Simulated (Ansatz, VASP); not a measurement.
# TiGe: VASP beside Ansatz

Wanted: the spread between two codes on one cell, functional and k mesh. The cell is invented: As first built, before any earlier steps moved the atoms: it takes the ZrC structure with all of its atoms replaced by other elements, volume scaled by an estimate. It may not be a known or stable phase. The cell comes out of the VASP series on this material, whose earlier steps may have relaxed, scaled or displaced it; both programs get it as it stands.

Main program and level: Ansatz 0.2.0; plane waves, with VASP 6.6.1 beside it; band structure at HSE06.

### 1. The starting structure

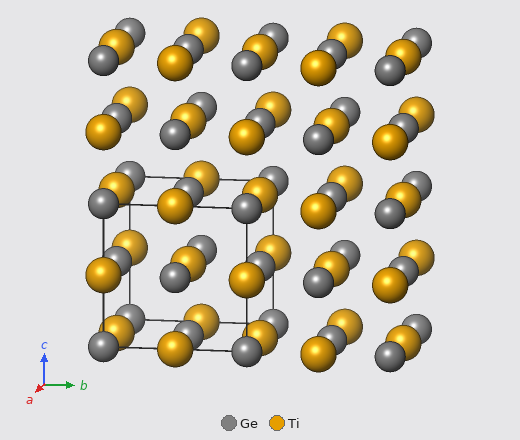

Start, viewed slightly off an axis; germanium grey, titanium orange. 1×2×2 cells are drawn. This picture shows the conventional cell, with its axes. Some periodic images of atoms are drawn too.

Coordinates:

```cif
data_structure
_symmetry_space_group_name_H-M 'P 1'
_symmetry_Int_Tables_number 1
_cell_length_a 3.6683
_cell_length_b 3.6683
_cell_length_c 3.6683
_cell_angle_alpha 60.000
_cell_angle_beta 60.000
_cell_angle_gamma 60.000
_cell_volume 34.90
loop_
_atom_site_label
_atom_site_type_symbol
_atom_site_fract_x
_atom_site_fract_y
_atom_site_fract_z
_atom_site_occupancy
Ge1 Ge 0.00000 0.00000 0.00000 1
Ti2 Ti 0.50000 0.50000 0.50000 1
```

### 2. Ansatz: band structure, HSE06

Ansatz runs on its default PAW (the set named soft_2) files.

The same path points are solved in both programs, so levels can be compared one by one.

File input.yaml:

```yaml
crystal:
  lattice:
    - [0.0, 2.593885066, 2.593885066]
    - [2.593885066, 0.0, 2.593885066]
    - [2.593885066, 2.593885066, 0.0]
  atoms:
    - { symbol: Ge, position: [0.0, 0.0, 0.0] }
    - { symbol: Ti, position: [0.5, 0.5, 0.5] }
hamiltonian:
  xc: { exchange: pbe, correlation: pbe, exx: { coeff: 0.25, omega: 0.2 } }
  pseudopotentials: { kind: paw }
kpoints:
  mp_grid: { grid: [5, 5, 5] }
  band_path:
    path:
      - [0.0, 0.0, 0.0]
      - [0.5, 0.0, 0.5]
      - [0.5, 0.2, 0.7]
      - [0.4, 0.35, 0.75]
      - [0.15, 0.15, 0.3]
      - [0.2, 0.2, 0.2]
      - [0.55, 0.4, 0.55]
      - [0.6, 0.25, 0.65]
      - [0.5, 0.25, 0.75]
      - [0.5, 0.5, 0.5]
      - [0.375, 0.375, 0.75]
      - [0.5, 0.0, 0.5]
    npoints: 1
scf:
  occupations: { method: gaussian, width: 0.02 }
  n_extra_bands: 7
output:
  forces: true
  stress: true
  eigenvalues: true
  write_density: true
  write_potential: true
  elf: true
  volumetric_format: npy
```

Launch:

```
$ ansatz run input.yaml --threads 4 --pin off --max-ram 9216MiB --backend cpu --events-out ev --progress --plain --runs-dir out
```

Numbers of over 12 decimals in the logs are rounded to 6 here.

The log of the run:

```text
Warning: output.stress: scf.convergence.dr2_threshold = 1e-7 eV (the SCF's general default) is looser than the 2e-10 eV advised for a printed stress (1e-10 eV for each atom of the cell: 2). What an SCF threshold leaves in a stress goes as its square root, and in the free energy as the threshold itself, and one threshold admits the most on a small cell: [figures from the program's tests cut] Set scf.convergence.dr2_threshold to 2e-10 eV or tighter. The threshold is an SCF's pass mark: one that does not reach it within its budget of iterations ends unconverged, or closes short of it on a stop that the run arms, and scf.convergence.dr2_threshold's page says what that costs each kind of run
Warning: output.stress: scf.exx.energy_threshold = 1e-6 eV is looser than the 2e-8 eV advised for a stress under a hybrid functional (1e-8 eV for each atom of the cell: 2). Every SCF of the exchange loop can meet its threshold on dr2 while the loop round them stops early: no threshold on dr2 bounds what that leaves in the stress. Set scf.exx.energy_threshold to 2e-8 eV or tighter. The threshold is the loop's pass mark: a loop that does not reach it within its budget of cycles ends unconverged, and scf.exx.energy_threshold's page has the law
scf.n_extra_bands = 7 over 13 filled bands (N_el = 26.0): the run solves 20 bands
Engine: ansatz 0.2.0, x86_64-unknown-linux-gnu
Pseudopotentials: kind: paw
Pseudopotential: Ge, paw, valence charge 14, recommended cutoff 420 eV (normal), Ge.paw.azcp
Pseudopotential: Ti, paw, valence charge 12, recommended cutoff 420 eV (normal), Ti.paw.azcp
Functional definition: unnamed
  parameter a_1 = 0.25
  parameter omega_1 = 0.2/angstrom
  exchange = pbe_x + (-a_1)*pbe_x_sr(omega_1) + a_1*exact_x_sr(omega_1)
  correlation = pbe_c
Crystal: 2 atoms, lattice volume = 34.905 Å³
Basis set: ecut = 420 eV, 701 PW (Γ), exchange–correlation on 50×50×50 points (8 copies of the dense FFT grid, shifted against one another)
Bands: 20, of which v1, the nominal top of the filled ones, is band 13 counted from 1 (12 counted from 0)
Symmetry: 48 space group operations
Space group: Fm-3m (ITA 225), of the structure as read, at distance tolerance 3.3e-5 Å
k-points: 10 of 125
Non-local potential: Ge, projectors of the file, l = 0: 2, l = 1: 2, l = 2: 3, l = 3: 1
Non-local potential: Ti, projectors of the file, l = 0: 3, l = 1: 2, l = 2: 3, l = 3: 1
PAW form: soft (Blöchl's): semilocal exchange-correlation on the pseudo side does not see the compensation charge
PAW frozen core: Ge, regenerated for the run's functional, and the local potential with it (the file was generated under x = pbe(κ = 0.804, μ = 0.219515), c = pbe(β = 0.066725))
PAW frozen core: Ti, regenerated for the run's functional, and the local potential with it (the file was generated under x = pbe(κ = 0.804, μ = 0.219515), c = pbe(β = 0.066725))
PAW one-centre angular grid: Ge, 590 points (default); XC on 64 Gauss nodes
PAW one-centre angular grid: Ti, 590 points (default); XC on 64 Gauss nodes
Initial density: superposition of atomic densities (neutral atoms: chi_scale 0, normalization atom), corrected by the library's trained network
Initial wavefunctions: pseudopotential atomic-orbital guess
Functional: x = pbe(κ = 0.804, μ = 0.219515), c = pbe(β = 0.066725), warm-up for x = pbe(κ = 0.804, μ = 0.219515) + 0.25 (exact − pbe) at short range (hse, ω = 0.2 Å⁻¹), c = pbe(β = 0.066725)
SCF iter   1: F=—  HF=-6795.578201 eV  |F-HF|=—  |Δ(HF+E_count)|=         —  Δρ=4.46e-3  dr2=6.82e-3  ethr=1.77e-3  ⟨swp⟩=6.3  Hψ=774  notcnv=0
preconditioner: auto → none  [insulator: Δε(μ)=0.192 eV  Ē_g=19.230 eV  σ=0.020 eV  W_gap=0.75  n_scr=14 (ndim 8)  ℏωp=26.7 eV  f_vac=0.000  D(μ)=4.31/eV (n_scr^D=58)]
SCF iter   2: F=—  HF=-6795.577846 eV  |F-HF|=—  |Δ(HF+E_count)|=   3.55e-4  Δρ=2.35e-3  dr2=1.81e-3  ethr=2.62e-5  ⟨swp⟩=2.8  Hψ=413  notcnv=0
iter 3 solved again at ethr=6.15e-8 eV; its pass at ethr=6.96e-6 eV (dr2=1.60e-5 eV) is discarded
SCF iter   3: F=—  HF=-6795.577729 eV  |F-HF|=—  |Δ(HF+E_count)|=   1.17e-4  Δρ=3.24e-4  dr2=1.61e-5  ethr=6.15e-8  ⟨swp⟩=4.0  Hψ=854  notcnv=0
SCF iter   4: F=—  HF=-6795.577703 eV  |F-HF|=—  |Δ(HF+E_count)|=   2.61e-5  Δρ=9.35e-5  dr2=1.14e-6  ethr=6.15e-8  ⟨swp⟩=4.0  Hψ=450  notcnv=0
SCF iter   5: F=—  HF=-6795.577703 eV  |F-HF|=—  |Δ(HF+E_count)|=   6.83e-7  Δρ=2.22e-5  dr2=1.75e-7  ethr=4.39e-9  ⟨swp⟩=3.0  Hψ=417  notcnv=0
SCF iter   6: F=—  HF=-6795.577703 eV  |F-HF|=—  |Δ(HF+E_count)|=   9.83e-8  Δρ=6.01e-6  dr2=1.46e-8  ethr=6.71e-10  ⟨swp⟩=3.0  Hψ=379  notcnv=0
SCF iter   7: F=-6795.577703 eV  HF=-6795.577703 eV  |F-HF|=9.73e-11  |Δ(HF+E_count)|=   4.39e-9  Δρ=5.63e-7  dr2=5.15e-11  ethr=5.61e-11  ⟨swp⟩=3.0  Hψ=402  notcnv=0
SCF 1 converged in 7 iterations: F = -6795.577703 eV  dr2 = 5.15e-11
  greatest PAW one-centre occupation: 0.999 electrons in one spin orbital (limit 2), on the Ti atom at site 1 (counted from 0), in its partial waves of l = 0
Initial density: handed on by an earlier stage of this run
Initial wavefunctions: those handed on with the density
Functional: x = pbe(κ = 0.804, μ = 0.219515) + 0.25 (exact − pbe) at short range (hse, ω = 0.2 Å⁻¹), c = pbe(β = 0.066725)
[...]
Exchange kernel: α = 0.2500, screened, ω = 0.2000 Å⁻¹, Wigner–Seitz truncation, v(0) = 1120.7764 eV·Å³, q-mesh 5×5×5, nearest image of the exchange supercell L = 18.34 Å, pair-density grid 15×15×15, without the augmentation charges, whose exchange is taken in its separable form by FFT convolution over the k-point mesh (sized by the pseudopotential files, 24×24×24 at the most), smooth part of the exact exchange by density-matrix convolution
Frozen-core exchange: fock
[...]
preconditioner: auto → none  [insulator: Δε(μ)=0.051 eV  Ē_g=9.266 eV  σ=0.020 eV  W_gap=0.75  n_scr=14 (ndim 8)  ℏωp=17.8 eV  f_vac=0.000  D(μ)=4.41/eV (n_scr^D=58)]
[...]
SCF iter  20: F=-6795.867372 eV  HF=-6795.867373 eV  |F-HF|=6.27e-7  |Δ(HF+E_count)|=   1.42e-5  Δρ=5.99e-5  dr2=2.61e-6  ethr=4.70e-10  ⟨swp⟩=4.6  Hψ=671  notcnv=0
SCF iter  21: F=-6795.867377 eV  HF=-6795.867377 eV  |F-HF|=8.61e-8  |Δ(HF+E_count)|=   4.07e-6  Δρ=4.21e-5  dr2=1.71e-6  ethr=4.70e-10  ⟨swp⟩=3.8  Hψ=422  notcnv=0
SCF iter  22: F=-6795.867383 eV  HF=-6795.867383 eV  |F-HF|=7.47e-8  |Δ(HF+E_count)|=   5.97e-6  Δρ=2.67e-5  dr2=4.50e-7  ethr=4.70e-10  ⟨swp⟩=4.3  Hψ=520  notcnv=0
SCF iter  23: F=-6795.867384 eV  HF=-6795.867384 eV  |F-HF|=4.95e-8  |Δ(HF+E_count)|=   1.09e-6  Δρ=1.37e-5  dr2=9.04e-8  ethr=4.00e-10  ⟨swp⟩=3.9  Hψ=559  notcnv=0
SCF 9 converged in 23 iterations: F = -6795.867384 eV  dr2 = 9.04e-8
hybrid outer 1: dexx = +4.639e-3 eV, tail = 1.39e-5 eV
Exchange kernel: α = 0.2500, screened, ω = 0.2000 Å⁻¹, Wigner–Seitz truncation, v(0) = 1120.7764 eV·Å³, q-mesh 5×5×5, nearest image of the exchange supercell L = 18.34 Å, pair-density grid 15×15×15, without the augmentation charges, whose exchange is taken in its separable form by FFT convolution over the k-point mesh (sized by the pseudopotential files, 24×24×24 at the most), smooth part of the exact exchange by density-matrix convolution
Frozen-core exchange: fock
SCF iter   1: F=—  HF=-6795.867387 eV  |F-HF|=—  |Δ(HF+E_count)|=         —  Δρ=3.42e-5  dr2=3.03e-7  ethr=1.21e-7  ⟨swp⟩=2.1  Hψ=403  notcnv=0
preconditioner: auto → none  [insulator: Δε(μ)=0.023 eV  Ē_g=9.279 eV  σ=0.020 eV  W_gap=0.55  n_scr=14 (ndim 8)  ℏωp=17.8 eV  f_vac=0.000  D(μ)=7.44/eV (n_scr^D=136)]
SCF iter   2: F=—  HF=-6795.867387 eV  |F-HF|=—  |Δ(HF+E_count)|=   2.45e-7  Δρ=3.82e-5  dr2=1.04e-6  ethr=1.05e-9  ⟨swp⟩=3.9  Hψ=457  notcnv=0
SCF iter   3: F=—  HF=-6795.867387 eV  |F-HF|=—  |Δ(HF+E_count)|=   6.14e-8  Δρ=1.49e-5  dr2=7.42e-8  ethr=1.05e-9  ⟨swp⟩=3.0  Hψ=361  notcnv=0
SCF iter   4: F=—  HF=-6795.867387 eV  |F-HF|=—  |Δ(HF+E_count)|=   5.47e-8  Δρ=1.02e-5  dr2=4.29e-8  ethr=1.97e-10  ⟨swp⟩=3.2  Hψ=440  notcnv=0
SCF iter   5: F=—  HF=-6795.867387 eV  |F-HF|=—  |Δ(HF+E_count)|=   9.44e-9  Δρ=4.42e-6  dr2=8.09e-9  ethr=1.52e-10  ⟨swp⟩=2.0  Hψ=329  notcnv=0
SCF iter   6: F=-6795.867387 eV  HF=-6795.867387 eV  |F-HF|=2.51e-9  |Δ(HF+E_count)|=  1.66e-10  Δρ=2.19e-6  dr2=3.68e-9  ethr=3.02e-11  ⟨swp⟩=2.1  Hψ=376  notcnv=0
SCF 10 converged in 6 iterations: F = -6795.867387 eV  dr2 = 3.68e-9
  Residual-converged pass: ⟨swp⟩=2.9  Hψ=370  notcnv=0  max |occ|·‖R‖ = 1.6e-6 eV (tolerance 1.8e-6 eV)  dr2=3.81e-9  dr2_onsite=2.58e-10  max |Δocc| = 2.9e-11
hybrid outer 2: dexx = +6.562e-7 eV, tail = 2.50e-8 eV, Δε = 1.08e-3 eV (about 2.26e-4 eV left of the loop's levels)
exact exchange: an outer loop of this run ended on a state whose frontier levels can be filled otherwise, and a further loop was made from that state with electrons moved between them. It converged no lower than the two loops' stops tell apart, in 29 SCF iterations, so its state is not used
at 3 of the mixer's solves, all of them in the SCFs whose states led to this one, it left a direction of its history that read negative out of its fit and stepped the other way along it
NSCF: frozen V_eff on 12 k-points
hybrid SCF converged: 5 outer / 43 inner (+7 warm-up), last move |dexx| = 1.69e-6 eV, tail = 7.94e-9 eV
Stability not checked: this state was not tested for a lower state beside it, because the functional holds exact exchange (a hybrid, or Hartree-Fock), whose exchange loop this test does not read (fock_operator; see scf.lower_state_search)
Free energy (F): -6795.867387 eV
Frozen-core exchange: fock
Harris-Foulkes:  -6795.867387 eV  (|F-HF|=9.28e-11)
Internal energy: -6795.865875 eV  (E = F + TS)
E sigma→0 (E₀):  -6795.866631 eV
Entropy (-TS):   -0.001512 eV (-0.756 meV/atom)
Fermi energy:    12.425277 eV
--- Per-component energies (eV) ---
  E_band       = -327.488550
  E_kinetic    = 383.649028
  E_local      = -2983.240717  (includes V_loc(G=0)·N_el)
  E_nonlocal   = 424.899673
  E_hartree    = 1291.955301
  E_xc         = -140.497956
  E_vxc        = -150.723999  (∫ρ·V_xc dr)
  E_exx        = -94.342468  (= α·E_x^exact, valence–valence)
  E_paw        = -3006.145217  (= ΣΔE_a)
  E_vpaw       = -397.298321  (= ΣTr[D̂ρ^β])
  E_aug_tail   = 0.000336  (compensation charges beyond the density's cutoff)
  E_ewald      = -2671.606986
  E_core_change = -0.536870  (= ΣΔE_core)
  E_smearing   = -0.001512  (= −TS)
  E_closure    = -0.000000  (closes the sum)
  Σ components = -6795.867387   (vs F -6795.867387, Δ=0.00e0)
--- Forces (eV/Å), atoms counted from 1 ---
  atom   1  Ge    -0.00000000     0.00000000    -0.00000000
  atom   2  Ti     0.00000000    -0.00000000     0.00000000
  max |Σ_I F_I| component: 6.48e-29 eV/Å
--- Stress (GPa, compression-positive) ---
       -2.007245       0.000000       0.000000
        0.000000      -2.007245      -0.000000
        0.000000      -0.000000      -2.007245
  P = ⅓ Tr σ = -2.0072 GPa (-20.072 kbar)
--- Band table (eV; the first three rows and the last of 10) ---
  k-point 0: bands = [... 9 lower, 0.1852, 12.8509, 12.8509, 12.9486, 12.9486, 12.9486, 15.9747, 15.9747, ... 3 higher]
  k-point 1: bands = [... 9 lower, 0.9097, 10.9270, 11.5165, 11.5165, 13.4170, 13.4170, 15.1923, 17.7336, ... 3 higher]
  k-point 2: bands = [... 9 lower, 2.7654, 7.3865, 10.2794, 10.2794, 14.3849, 14.3849, 15.2657, 18.8676, ... 3 higher]
  k-point 9: bands = [... 9 lower, 3.3947, 8.2507, 9.4384, 10.2920, 14.2405, 14.7597, 15.0257, 15.4718, ... 3 higher]
```

It took 75 s on 4 threads of Intel Xeon Platinum 8488C (Sapphire Rapids), shared host; peak memory 0.9 GiB.

(Part 1 of 2 ends here.)

[Lines on the potential files, build, host, timing and source positions are cut from VASP's logs without a mark.]

[Logs are printed without paths, hosts, clocks, repeated set-up lines and the standing remarks that a program may print on its own settings, such as how far it seeks lower states.]

[Hosts, paths, dates, database ids (printed as entryN), source tags and the programs' standing remarks are cut or masked in the printed files.]
